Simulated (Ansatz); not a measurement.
# The cluster HfSi2: reading failed and doubtful runs

2 inputs were typed for the cluster HfSi2. Each is run as it stands; the log then has to tell whether the result can be used.

Computed with Ansatz 0.2.0, Gaussian basis. Level: the settings change from run to run.

1 further run of the same task is left out (set aside as unsound or not needed).

## 1. The molecule

An earlier PBE-D4 in a triple-zeta def2 set relaxation fixed the geometry. Hf takes a core potential in def2 sets; no spin-orbit term is included.

3 atoms, charge 0, spin multiplicity 1.

Atoms are counted from 1 here; the program's logs count them from 0.

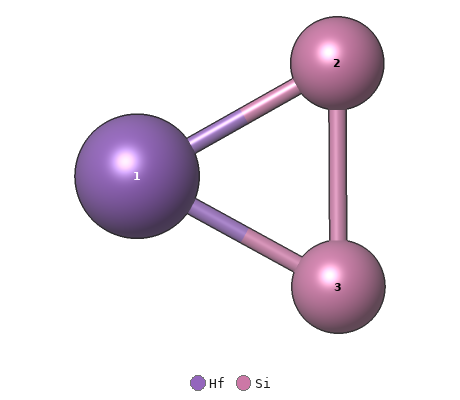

The geometry (hafnium purple, silicon pink); atoms are numbered from 1 in the order of the file.

## 2. Try 1

in.yaml reads:

```yaml
crystal:
  periodic: [false, false, false]
  atoms:
    - {symbol: Hf, position_ang: [1.273413, 0.610460, 0.268951]}
    - {symbol: Si, position_ang: [-1.098309, 0.230888, 0.834282]}
    - {symbol: Si, position_ang: [-0.175104, -0.841347, -1.103233]}
basis:
  gaussian: {orbitals: def2-mTZVPP, point_charges: [{charge: 0.50, position_ang: [4.676, -0.983, -0.857]}]}
total_charge: 1
magnetization: {spin_polarized: true, initial_magnetization: 2}
hamiltonian: {xc: {name: SVWN5}}
```

Started as:

```bash
$ ansatz run in.yaml --threads 4 --pin off --events-out ev --progress --plain --max-ram 3916MiB
```

Log:

```text
Error: a molecule whose nuclei and cores have a total charge of 40 cannot have a net charge of 1 together with 2 unpaired electrons
```

Wall time 0.05 s (4 threads of Arm Neoverse V2, shared host).

What is wrong: Refused before any calculation. The number of unpaired electrons doesn't fit the electron count. Fix: make charge and initial_magnetization agree: an even electron count takes an even number of unpaired electrons, and remove the point charge.

## 3. Try 2

in.yaml reads:

```yaml
crystal:
  periodic: [false, false, false]
  atoms:
    - {symbol: Hf, position_ang: [2.406403, 1.153602, 0.508244]}
    - {symbol: Si, position_ang: [-2.075505, 0.436315, 1.576565]}
    - {symbol: Si, position_ang: [-0.330898, -1.589916, -2.084809]}
basis:
  gaussian: {orbitals: def2-mTZVPP, final_grid: {core_spheres: 5, valence_spheres: 4, degree: 11}}
hamiltonian: {xc: {name: LC-wPBE}}
output: {forces: true}
```

Same command.

Log, cut to the lines that bear on the results:

```text
Functional definition: LC-wPBE
  name "LC-wPBE"
  cite "Vydrov & Scuseria, J. Chem. Phys. 125, 234109 (2006) doi:10.1063/1.2409292"
  cite "Heyd & Scuseria, J. Chem. Phys. 120, 7274 (2004) doi:10.1063/1.1668634"
  cite "Ernzerhof & Perdew, J. Chem. Phys. 109, 3313 (1998) doi:10.1063/1.476928"
  cite "Perdew, Burke & Ernzerhof, Phys. Rev. Lett. 77, 3865 (1996) doi:10.1103/PhysRevLett.77.3865"
  parent pbe
[...]
816 factors; their error is unknown
386 factors; integrals over basis functions are off by at most 1.6e-5 eV
[...]
mean field -17041.20586597 eV, -626.2527646302 hartree, gradient 9.2e-8 eV, S^2 0.000000; 8 other end points of the search recorded, 0 dependent functions left out
[...]
reference -17041.20586598 eV, -626.2527646304 hartree; 20, 20 occupied and 70, 70 virtual orbitals, 816 factors
Total energy: -17041.20586598 eV, -626.2527646304 hartree
Atom 0 at     2.406403     1.153602     0.508244 Å, force    -0.539721    -0.189831    -0.016989 eV/Å
Atom 1 at    -2.075505     0.436315     1.576565 Å, force     0.549845    -0.087701    -0.378406 eV/Å
Atom 2 at    -0.330898    -1.589916    -2.084809 Å, force    -0.010125     0.277532     0.395395 eV/Å
Dipole moment:     0.402798     0.022220    -0.140336 e Å
```

Wall time 5.5 s (4 threads of Arm Neoverse V2, shared host).

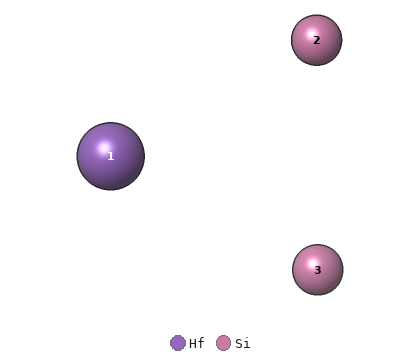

The geometry of this input.

What is wrong: It ended without an error, which proves nothing about the input. The coordinates are in bohr but typed as ångström. The shortest distance is 4.53 Å (Si2–Si3), against 2.40 Å in the relaxed molecule. Its energy is no property of the relaxed molecule. Fix: take the coordinates from the file in ångström.

## 4. How the tries ended

| try | level | ended | cause | time |
| --- | --- | --- | --- | --- |
| 1 | SVWN5/def2-mTZVPP | refused | the number of unpaired electrons doesn't fit the electron count | 0.05 s |
| 2 | LC-wPBE/def2-mTZVPP | converged | the coordinates are in bohr but typed as ångström | 5.5 s |

In words: 1 refused, 1 converged. A refusal costs next to no computing time. The dangerous case is the input that converges on a wrong geometry, charge, spin, basis or grid: often only a look at the input shows it.
